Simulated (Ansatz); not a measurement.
## Strength of the B–Se bond: BH3(SeH2) → BH3 + H2Se

Species: BH3(SeH2), singlet; BH3 (borane) `B`, singlet; H2Se `[SeH2]`, singlet. 

Shapes, held fixed at every level: PBE0-D4/def2-TZVP. Programs: Ansatz 0.2.0. The zero-point and thermal change to 298 K, harmonic and unscaled (PBE0-D4/def2-TZVP), is -10.2 kJ/mol.

```csv
level,kind,ΔH(298 K) (kJ/mol),less CCSD(T)/def2-TZVPP,CPU time (sum over the molecules)
HF/def2-SVP,Hartree–Fock,-7.8,-57.4,–
r2SCAN-D4/def2-TZVPP,meta-GGA,+65.4,+15.8,12 s
BHLYP-D4/def2-TZVPP,global hybrid,+37.9,-11.7,7.5 s
r2SCAN0-D4/def2-TZVPP,global hybrid,+61.5,+11.9,11 s
MP2/def2-TZVPP,perturbation theory,+54.7,+5.1,–
CCSD(T)/def2-SVP,coupled cluster or CI,+43.8,-5.8,7.3 s
CCSD(T)/def2-TZVPP,coupled cluster or CI,+49.6,0.0,44 s
```

The highest level, CCSD(T)/def2-TZVPP, gives ΔH(298 K) = +49.6 kJ/mol; the levels span -7.8 to +65.4. They disagree on the sign: 6 of 7 are positive. Both fragments are taken as closed shells, so no electrons are unpaired. The column of differences is taken from that level and isn't an error. No measured value is set beside it here. Relativity is left out for Se. Outer-core shells of Se are correlated, in sets that cover them unevenly. Times are processor times on shared x86 and Arm servers, and rough.

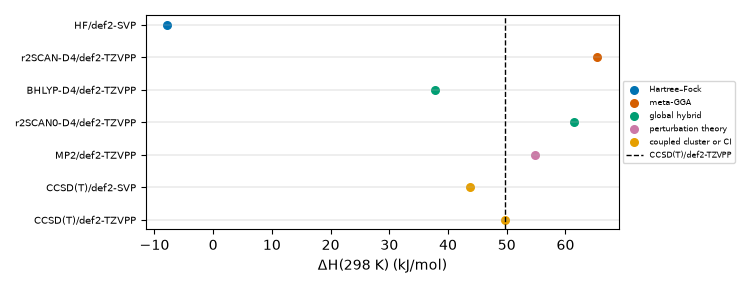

The values of the table, level by level.
